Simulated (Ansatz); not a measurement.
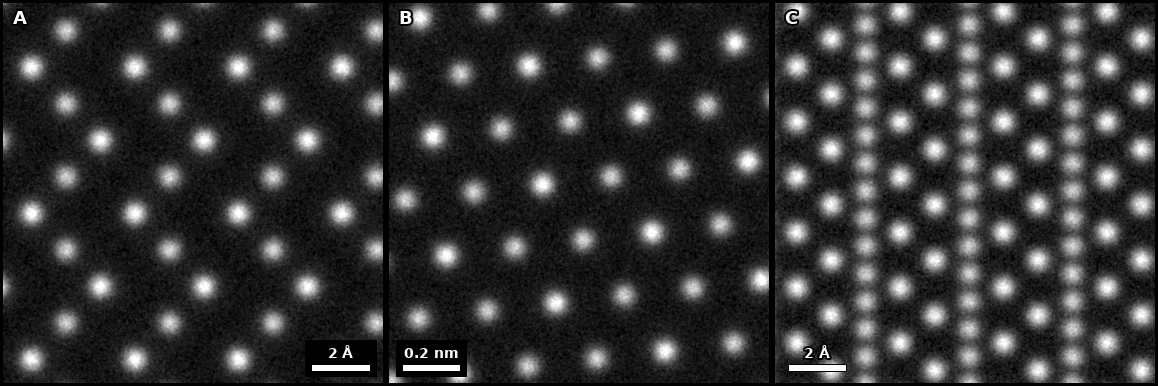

Three views of SbMo (P6_3/mmc, No. 194) along different zone axes. Simulation: incoherent imaging, intensity Z^1.7 per atom, probe width 0.53 Å, thin sample. The probe carries 25 % of its weight in a tail 2.5 times as wide. The display is stretched by a gamma of 0.65; percentages refer to the linear signal. Shot noise was added. Structure used: the geometry relaxed at fixed volume with DFT PBEsol, scalar-relativistic, plane waves, PAW in Ansatz 0.2.0; the starting structure was generated, so it need not be a known form of this composition.

```
CELL_PARAMETERS angstrom
4.22711 0.00000 0.00000
-2.11356 3.66079 0.00000
0.00000 0.00000 5.17236
ATOMIC_POSITIONS crystal
Mo 0.00000 0.00000 0.00000
Mo 0.00000 0.00000 0.50000
Sb 0.33333 0.66667 0.25000
Sb 0.66667 0.33333 0.75000
```

**Match the panels to the zone axes [001], [100] and [102].**

A is [100]: projected cell 3.66 × 5.17 Å, 90°, plane group p2mg. B is [001]: projected cell 4.23 × 4.23 Å, 120°, plane group p6mm. C is [102]: projected cell 1.96 × 3.66 Å, 90°, plane group p2mg.
